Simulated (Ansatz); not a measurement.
# C3H10N2Si (SMILES NC1CCN1[SiH3]): what the fields show

Input

```
crystal:
  periodic: [false, false, false]
  atoms:
    - { symbol: "N", position_ang: [-1.1543, -1.7357, -0.041] }
    - { symbol: C, position_ang: [-0.1207, -0.8365, -0.4761] }
    - { symbol: C, position_ang: [1.0992, -1.1975, 0.3408] }
    - { symbol: C, position_ang: [1.3625, 0.3335, 0.5054] }
    - { symbol: "N", position_ang: [-0.1613, 0.4419, 0.2095] }
    - { symbol: Si, position_ang: [-0.884, 1.891, -0.3629] }
    - { symbol: H, position_ang: [-0.78321, -2.42335, 0.61191] }
    - { symbol: H, position_ang: [-1.415, -2.32491, -0.87365] }
    - { symbol: H, position_ang: [0.0612, -0.775, -1.5151] }
    - { symbol: H, position_ang: [1.9382, -1.705, -0.162] }
    - { symbol: H, position_ang: [0.9503, -1.7142, 1.3292] }
    - { symbol: H, position_ang: [1.9699, 0.7794, -0.2265] }
    - { symbol: H, position_ang: [1.5518, 0.6856, 1.4871] }
    - { symbol: H, position_ang: [-0.7053, 2.967, 0.6497] }
    - { symbol: H, position_ang: [-0.2327, 2.2142, -1.6405] }
    - { symbol: H, position_ang: [-2.3227, 1.655, -0.5536] }
basis:
  gaussian: { orbitals: def2-SVP }
hamiltonian:
  xc: hf
relax:
  f_tol: 0.015
  max_steps: 40
output:
  orbitals: {}
```

Run with:

```sh
ansatz run input.yaml --threads 2 --pin off --max-ram 3072MiB --backend cpu --events-out ev --progress --plain --runs-dir out
```

The fields are those of the relaxed geometry.

These are results of Ansatz, RHF/def2-SVP, not measurements.

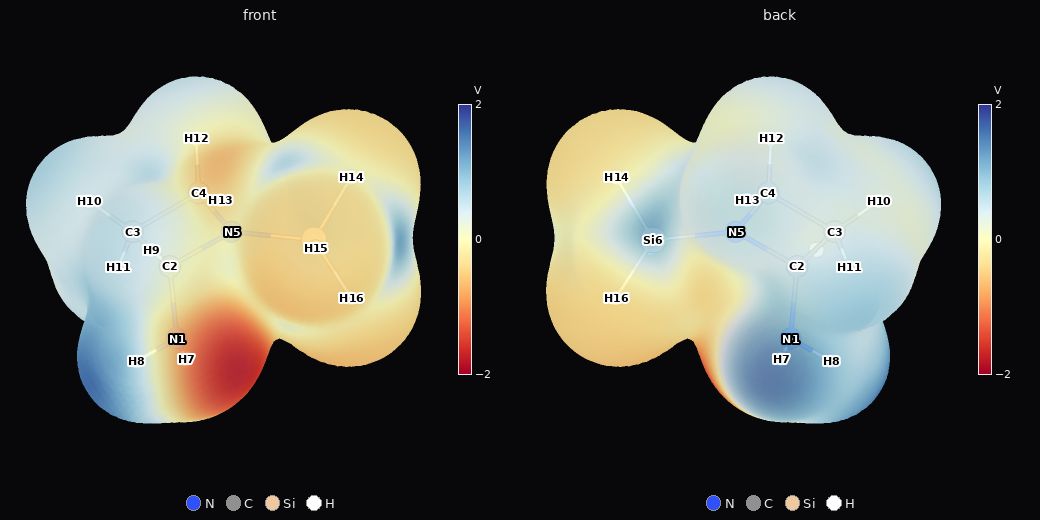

Figure 1. The electrostatic potential painted on the density surface at 0.002 e/bohr³, seen from the front and from behind; the colour scale runs from red (negative) to blue (positive).

Q: Where is the surface potential most negative and most positive?

A: The most negative region (about −1.7 V) lies over N1, the most positive (about +1.6 V) over H8. N1 is the likeliest acceptor of a hydrogen bond.

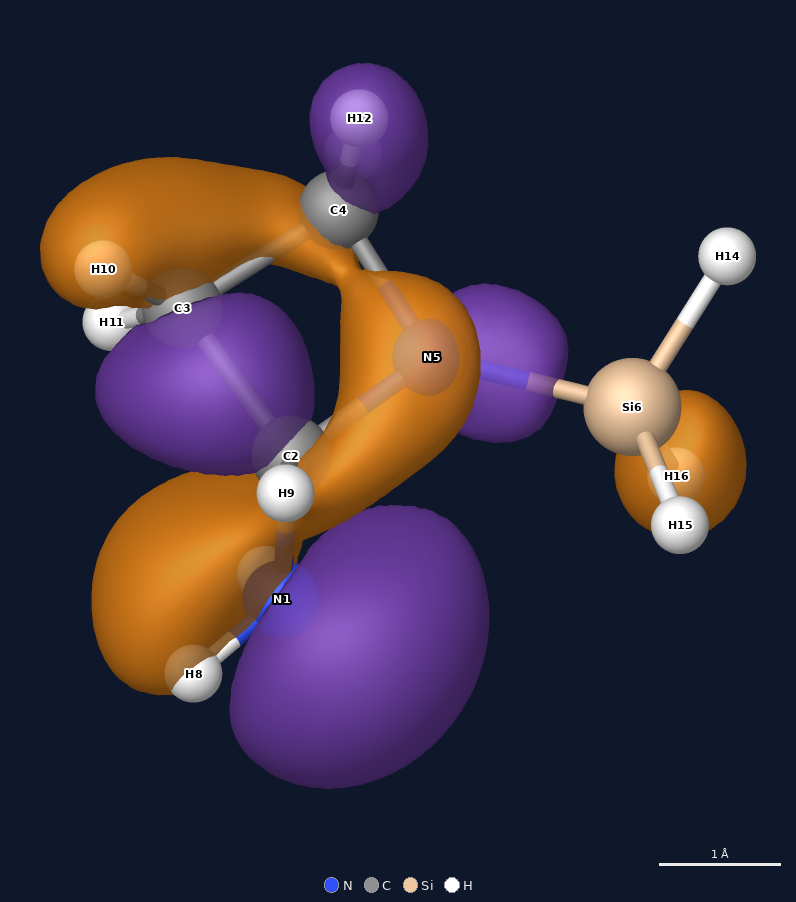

Figure 2. The HOMO−1 at ±0.08 Å⁻³ᐟ² (orange and purple are the two phases), seen across its widest extent.

Q: Describe this orbital and give its energy.

A: It lies mainly on N1 (about 55 %), C3 (about 10 %) and C2 (about 10 %). Its energy is −10.60 eV.
